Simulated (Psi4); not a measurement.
**Two attempts at CH5BO (SMILES CBO)**

Wanted: energy and one-electron properties of CH5BO, PKZB/STO-6G.

The calculation is run with Psi4 1.11.

## Step 1: Starting point

CH5BO: 8 atoms, total charge 0, spin state singlet. As SMILES, `CBO`. The coordinates come from a PBE0-D4/def2-TZVP relaxation.

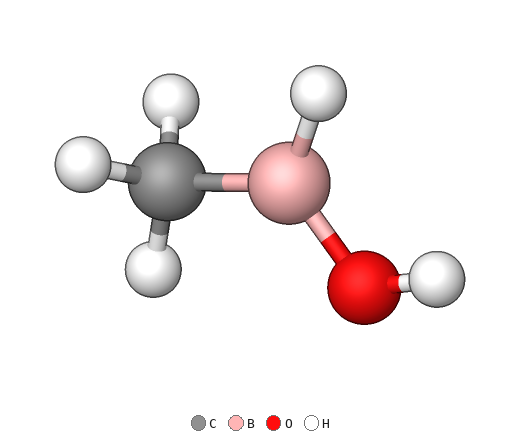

Viewed from a chosen angle; carbon grey, boron pink, oxygen red, hydrogen white.

## Step 2: The input as first written

The input, job.dat:

```
memory 1600 MB

molecule {
  C     -0.618600     0.710300    -0.324600
  B      0.508800    -0.240100     0.180200
  O      0.240700    -1.558300     0.355600
  H     -1.568300     0.201200    -0.499400
  H     -0.308500     1.205100    -1.251900
  H     -0.780500     1.520100     0.395700
  H      1.620500     0.163100     0.420800
  H      0.998200    -2.058400     0.667700
}

set scf_type pk
set maxiter 2

energy_value, wavefunction = energy("pkzb/STO-6G", return_wfn=True)
oeprop(wavefunction, "MULTIPOLE(3)", "DIPOLE", "WIBERG_LOWDIN_INDICES", "ESP_AT_NUCLEI", "MAYER_INDICES")
```

The run is started by

```
$ psi4 -n 1 job.dat job.out
```

job.out:

```text
Psi4 1.11 release

   => Loading Basis Set <=

    Name: STO-6G
    Role: ORBITAL
    Keyword: BASIS

         ---------------------------------------------------------
                                   SCF
                              RKS Reference
                        1 Threads,   1525 MiB Core
         ---------------------------------------------------------

  ==> Geometry <==

    Molecular point group: c1
    Full point group: C1

    Geometry (in Angstrom), charge = 0, multiplicity = 1:

[... 86 lines left out ...]
    Weights Tolerance      =       1.00E-15
[... 47 lines left out ...]
                        Total Energy        Delta E     RMS |[F,P]|
[... 1 line left out ...]
   @RKS iter SAD:  -139.05796120957720   -1.39058e+02   0.00000e+00
   @RKS iter   1:  -140.50112922770472   -1.44317e+00   6.63865e-03 DIIS/ADIIS
   @RKS iter   2:  -140.49073090371104    1.03983e-02   9.86277e-03 DIIS/ADIIS

PsiException: Could not converge SCF iterations in 2 iterations.

  Failed to converge.

psi4.driver.p4util.exceptions.SCFConvergenceError: Could not converge SCF iterations in 2 iterations.

Printing out the relevant lines from the Psithon --> Python processed input file:
      H      0.998200    -2.058400     0.667700
    """)
    core.IO.set_default_namespace("")
    core.set_global_option("SCF_TYPE", "pk")
    core.set_global_option("MAXITER", 2)
--> energy_value, wavefunction = energy("pkzb/STO-6G", return_wfn=True)
    oeprop(wavefunction, "MULTIPOLE(3)", "DIPOLE", "WIBERG_LOWDIN_INDICES", "ESP_AT_NUCLEI", "MAYER_INDICES")

!-----------------------------------------------------!
!                                                     !
!  Could not converge SCF iterations in 2 iterations. !
!                                                     !
!-----------------------------------------------------!

    Psi4 run time: 0:00:02.21
```

It took 3.3 s on 1 thread of INTEL XEON PLATINUM 8581C at 2.10GHz (Emerald Rapids), shared host; peak memory 0.46 GiB.

## Step 3: Reading the log

No converged result was reached.

The telling line is `Could not converge SCF iterations in 2 iterations.`. The fault: the iteration cap is too low for convergence. To mend it: SCF iteration cap at its default in place of 2.

## Step 4: The mended input

The input, ch5bo.inp:

```
memory 1600 MB

molecule m {
  C     -0.618600     0.710300    -0.324600
  B      0.508800    -0.240100     0.180200
  O      0.240700    -1.558300     0.355600
  H     -1.568300     0.201200    -0.499400
  H     -0.308500     1.205100    -1.251900
  H     -0.780500     1.520100     0.395700
  H      1.620500     0.163100     0.420800
  H      0.998200    -2.058400     0.667700
}

set {
  scf_type pk
}

e_tot, wfn = energy("pkzb/STO-6G", return_wfn=True)
oeprop(wfn, "MULTIPOLE(3)", "DIPOLE", "WIBERG_LOWDIN_INDICES", "ESP_AT_NUCLEI", "MAYER_INDICES")
```

The run is started by

```
$ psi4 ch5bo.inp ch5bo.out -n 1
```

ch5bo.out:

```text
Psi4 1.11 release

   => Loading Basis Set <=

    Name: STO-6G
    Role: ORBITAL
    Keyword: BASIS

         ---------------------------------------------------------
                                   SCF
                              RKS Reference
                        1 Threads,   1525 MiB Core
         ---------------------------------------------------------

  ==> Geometry <==

    Molecular point group: c1
    Full point group: C1

    Geometry (in Angstrom), charge = 0, multiplicity = 1:

[... 138 lines left out ...]
   @RKS iter   2:  -140.49073090371104    1.03983e-02   9.86277e-03 ADIIS/DIIS
[... 4 lines left out ...]
   @RKS iter   7:  -140.51407700225030   -7.72386e-08   1.32430e-06 DIIS
[... 34 lines left out ...]
    Nuclear Repulsion Energy =             66.5926008723750158
[... 4 lines left out ...]
    VV10 Nonlocal Energy =                  0.0000000000000000
[... 34 lines left out ...]
 Dipole X            :          1.0163322           -0.6891150            0.3272172
[... 43 lines left out ...]
 Dipole Z            :          0.8881709           -0.7182437            0.1699272
[... 41 lines left out ...]
                 1                   2                   3                   4                   5

    1     0.00000000000000     1.03113630075131     0.01602978536103     0.98316858587308     0.96486126922872
    2     1.03113630075131     0.00000000000000     1.52307414292975     0.00354021525295     0.01792682282629
    3     0.01602978536103     1.52307414292975     0.00000000000000     0.00349179744808     0.01283936555682
[... 4 lines of this table left out ...]
    8     0.01374528184669     0.00355656182609     0.95007473188228     0.00033024711852     0.00037718817277

                 6                   7                   8

    1     0.96485609418941     0.00171087392532     0.01374528184669
    2     0.01793101809662     0.96055969466355     0.00355656182609
    3     0.01284404959833     0.01992496573121     0.95007473188228
[... 4 lines of this table left out ...]
    8     0.00037595124182     0.00128964508165     0.00000000000000

  Atomic Valences:

 #  #
 Irrep: 1
      1:    3.975508191175567
      2:    3.557724756346565
      3:    2.538278838507511
      4:    0.998567075821523
      5:    0.997901108211672
      6:    0.997901115824466
      7:    0.992085706644181
      8:    0.969749607169828

    Psi4 run time: 0:00:04.92
```

Run time: 6 s. Hardware: 1 thread of INTEL XEON PLATINUM 8581C at 2.10GHz (Emerald Rapids), shared host; peak memory 0.46 GiB.

## Step 5: Summary of results

Level: PKZB/STO-6G.

| quantity | value |
| --- | --- |
| total energy | -140.51408 Eh |
| dipole moment | 1.38 D |
| HOMO energy | -4.53 eV |
| LUMO energy | 2.67 eV |
| HOMO–LUMO gap | 7.20 eV |
